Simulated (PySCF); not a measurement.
# C7H8: the cost of one run

Computed with PySCF 2.14.0 and routines of our own; the level stands in each step. Atoms count from 0.

## 1. The starting structure

15 atoms, charge 0, multiplicity 1; geometry from: GFN2-xTB.

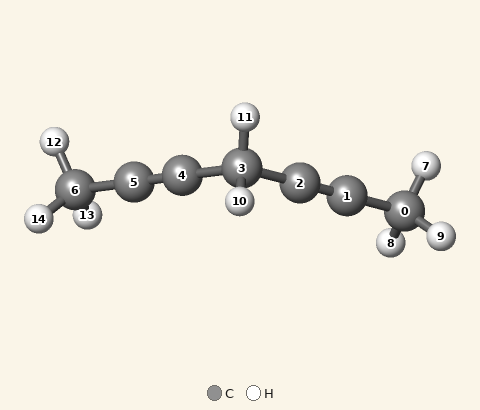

The starting geometry (carbon grey, hydrogen white).

## 2. Magnetic properties: GIAO PBE0/pcSseg-1

What the job is given:

```
{"job": {"kind": "mag", "xc": "PBE0", "basis": "pcSseg-1", "isotopologues": 2}, "charge": 0, "multiplicity": 1}
C     -3.379080    -0.221495    -0.463426
C     -2.154975    -0.125063     0.302978
C     -1.150908    -0.046331     0.951536
C      0.085695     0.057556     1.711699
C      1.234273     0.094249     0.819102
C      2.160831     0.127748     0.060654
C      3.292663     0.165101    -0.840829
H     -3.702173    -1.260532    -0.524883
H     -3.217874     0.158204    -1.472171
H     -4.165256     0.364654     0.012183
H      0.065445     0.972423     2.315769
H      0.175650    -0.802816     2.385292
H      3.838467    -0.777362    -0.794911
H      2.947645     0.324212    -1.862436
H      3.965183     0.977443    -0.564916
```

With the program's defaults for keys left out, this is: GIAO PBE0/pcSseg-1 magnetisability, rotational g tensor and spin-rotation constants, non-relativistic, gas phase.

Launch:

```bash
$ OMP_NUM_THREADS=1 python excited_run.py task.json out
```

This one command runs all jobs of the session in turn.

Q: Estimate the wall time and peak memory of this first job on 1 thread of Arm Neoverse V1, shared host.

About 18 s, with a peak of 0.74 GiB.
